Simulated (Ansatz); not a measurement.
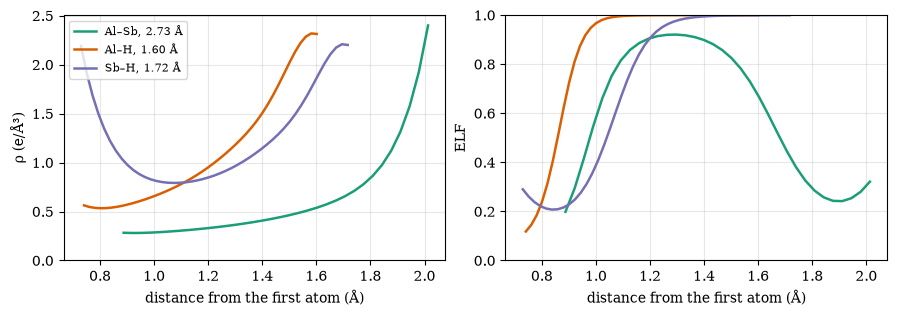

*Al4H16Sb4. Electron density and ELF along straight lines between neighbouring atoms. The curves leave out the atomic cores.*

Geometry: PBE-D4/def2-SVP; core potentials replace the inner electrons of Sb.

Computed with RKS PBE0-D4/def2-TZVP in Ansatz 0.2.0.

Input file:

```
crystal:
  periodic: [false, false, false]
  atoms:
    - {symbol: Al, position_ang: [-1.822372, 1.811370, -1.706302]}
    - {symbol: Al, position_ang: [1.822383, -1.816310, -1.706219]}
    - {symbol: Al, position_ang: [-1.815967, -1.824280, 1.705807]}
    - {symbol: Al, position_ang: [1.811565, 1.820581, 1.703692]}
    - {symbol: Sb, position_ang: [-2.931125, -0.005767, 0.002684]}
    - {symbol: Sb, position_ang: [0.005213, -2.930454, -0.000640]}
    - {symbol: Sb, position_ang: [-0.006456, 2.930641, -0.003097]}
    - {symbol: Sb, position_ang: [2.929560, 0.006917, -0.003049]}
    - {symbol: H, position_ang: [-2.926168, 2.913333, -2.067897]}
    - {symbol: H, position_ang: [-0.974122, 0.967123, -2.770142]}
    - {symbol: H, position_ang: [2.929636, -2.917103, -2.061699]}
    - {symbol: H, position_ang: [0.978284, -0.974003, -2.774684]}
    - {symbol: H, position_ang: [-2.919507, -2.928904, 2.060498]}
    - {symbol: H, position_ang: [-0.976045, -0.978305, 2.774720]}
    - {symbol: H, position_ang: [0.964455, 0.974695, 2.767234]}
    - {symbol: H, position_ang: [2.910708, 2.927136, 2.065657]}
    - {symbol: H, position_ang: [-4.084198, -0.861826, -0.936783]}
    - {symbol: H, position_ang: [-4.084048, 0.848246, 0.944017]}
    - {symbol: H, position_ang: [-0.847293, -4.084062, -0.942533]}
    - {symbol: H, position_ang: [0.861360, -4.082797, 0.939441]}
    - {symbol: H, position_ang: [0.847267, 4.082880, -0.945380]}
    - {symbol: H, position_ang: [-0.862781, 4.084000, 0.935553]}
    - {symbol: H, position_ang: [4.077918, 0.865991, -0.945217]}
    - {symbol: H, position_ang: [4.086833, -0.843002, 0.936637]}
basis:
  gaussian: {orbitals: def2-TZVP, initial_orbitals: start.molden}
hamiltonian: {xc: pbe0, dispersion: d4}
scf: {omitted_lower_state_checks: [starts]}
output: {forces: true, orbitals: {seedname: orbitals}}
```

Run with:

```sh
ansatz run in.yaml --threads 4 --pin off --events-out ev --progress --plain --max-ram 6963MiB
```

> Compare the contacts.

Al–Sb (2.73 Å): the density is about 0.39 e/Å³ at the midpoint, with its minimum of 0.28 e/Å³ about 0.9 Å from Al; the ELF peaks at about 0.90 between the atoms, as expected for a shared electron pair.
Al–H (1.60 Å): the density is about 0.53 e/Å³ at the midpoint; the ELF climbs to about 1 towards the hydrogen.
Sb–H (1.72 Å): ρ at the midpoint is about 1.1 e/Å³; the ELF climbs to about 1 towards the hydrogen.
